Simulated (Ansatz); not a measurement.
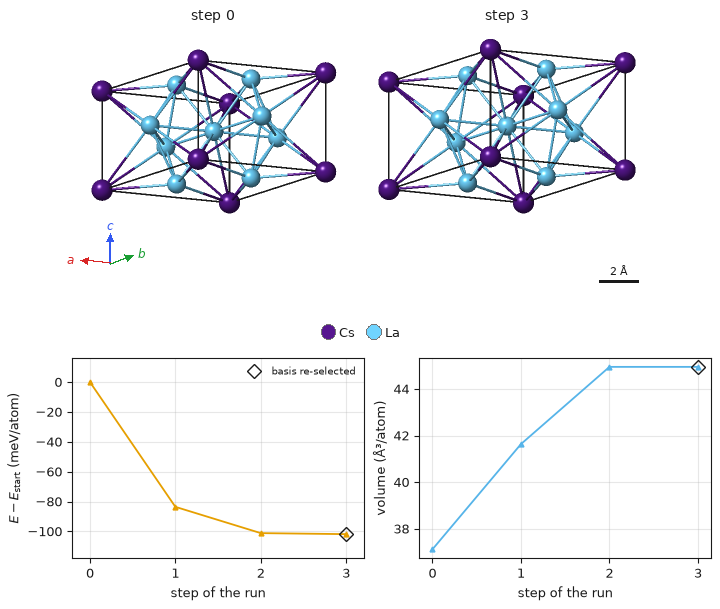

First and last geometry of a relaxation of a crystal of CsLa₅ (a generated structure, set up in P6/mmm) (coarse preliminary run), with the history of the run. Style: ball-and-stick. Shown: the cell of the calculation, from a free direction.

Method: Ansatz 0.2.0, DFT PBE, scalar-relativistic, plane waves, PAW. Set-up: plane-wave cutoff 420 eV; k-point mesh 3 × 3 × 4; occupations gaussian; smearing width 0.1 eV; no spin polarisation; cell and atoms relaxed; force threshold 0.04 eV/Å; at most 70 steps.

What do the curves and the structures tell?

Answer. It converged. After 2 accepted moves (3 points after the start) the energy has fallen by 102 meV per atom. All forces vanish by symmetry, so only the cell relaxes. The pressure goes from 4.26 to 0.18 GPa. At 1 point the geometry stayed and the basis and grid were re-selected for the new cell (energy shift of 0.7 meV per atom at most each time). No atom moves by more than 0.005 Å relative to the cell. The volume changes by +21.1 %, with a = b 6.872 → 7.262 Å (+5.7 %), c 5.446 → 5.904 Å (+8.4 %). Some distances before and after: Cs–La 4.384 → 4.680 Å, La–La 3.369 → 3.621 Å, Cs–La 3.967 → 4.193 Å, La–La 3.436 → 3.631 Å. The space group stays P6/mmm (No. 191). Cost: 15 s on 1 thread of AMD EPYC 9R45 (Zen 5) (shared host), peak memory 0.63 GiB.
